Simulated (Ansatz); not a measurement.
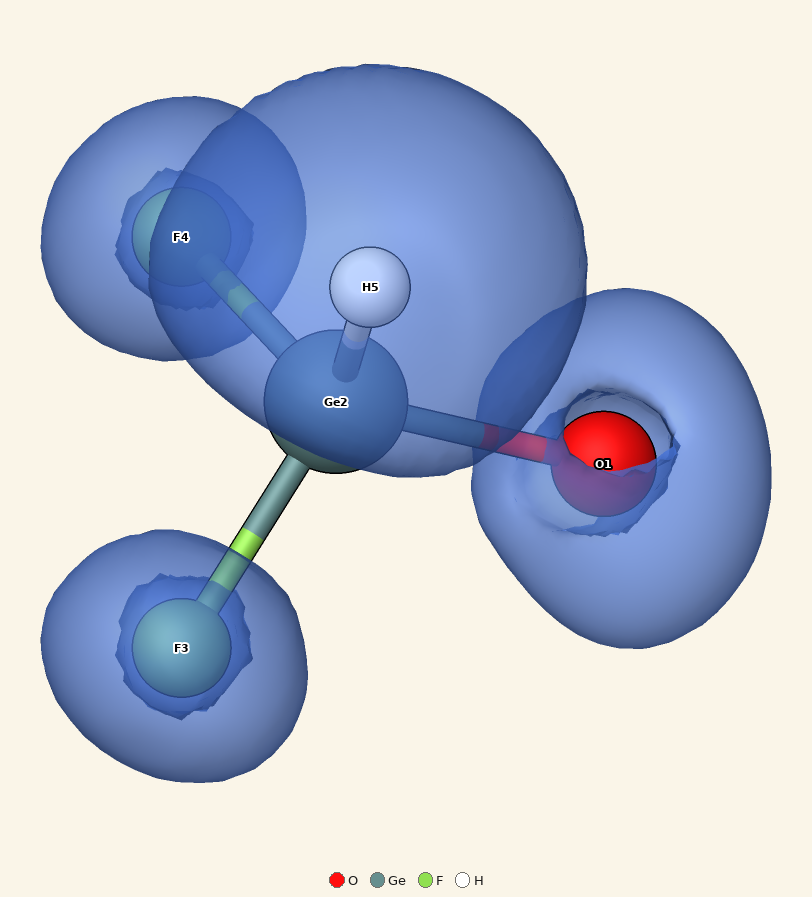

F2GeHO (SMILES [O][GeH]([F])[F]) (doublet). Isosurface of the electron localisation function at 0.75 (blue), seen at a tilt. Core shells and regions of very low density are left out.

Geometry: PBE0-D4/def2-TZVP.

Computed with UKS PBE0-D4/def2-TZVPP (Ansatz).

| atom | x (Å) | y (Å) | z (Å) |
| --- | --- | --- | --- |
| O | -0.2231 | -0.7185 | 1.5762 |
| Ge | 0.0856 | -0.0102 | -0.0231 |
| F | -0.6643 | 1.5276 | -0.1054 |
| F | -0.7317 | -0.9361 | -1.2098 |
| H | 1.5835 | 0.0636 | -0.2792 |

> Identify the bonds, lone pairs and shells in this picture.

The ELF exceeds this value in one region around a hydrogen nucleus, two regions wrapped around F (the valence shell of each) and one region wrapped around O (its valence shell).

Values along the shortest contacts:
Ge–F (1.71 Å): the ELF peaks at about 0.80 in the valence shell of F, 0.6 Å from its nucleus, and is about 0.20 at the midpoint. Ge–O (1.78 Å): the ELF peaks at about 0.90 in the valence shell of O, 0.6 Å from its nucleus, and is about 0.35 at the midpoint.
